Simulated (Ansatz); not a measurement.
```tsv
atom	x (Å)	y (Å)	z (Å)
Br	-0.5055	3.4697	1.4401
Li	-1.8835	2.6745	-0.2125
O	1.8157	1.1301	0.1047
Si	0.3880	1.5427	-0.2231
```

Geometry: r2SCAN-D4/def2-TZVP.

Method: isolated molecule in a Gaussian basis; Kohn-Sham density functional theory, functional PBE0 in Ansatz.

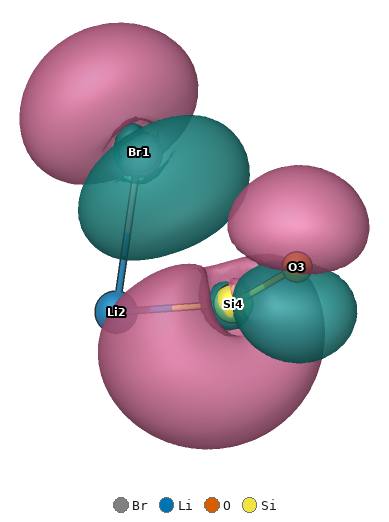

BrLiOSi. The HOMO at ±0.08 Å⁻³ᐟ² (teal and pink are the two phases), seen at an oblique angle.

Question: What is the character of this orbital?

Answer: Its weight (Hirshfeld) is mainly on Br1 (about 40 %), Si4 (about 35 %) and O3 (about 25 %); it is symmetric in the molecular plane (an in-plane orbital: σ, lone-pair or in-plane π type). Its energy is −7.13 eV.
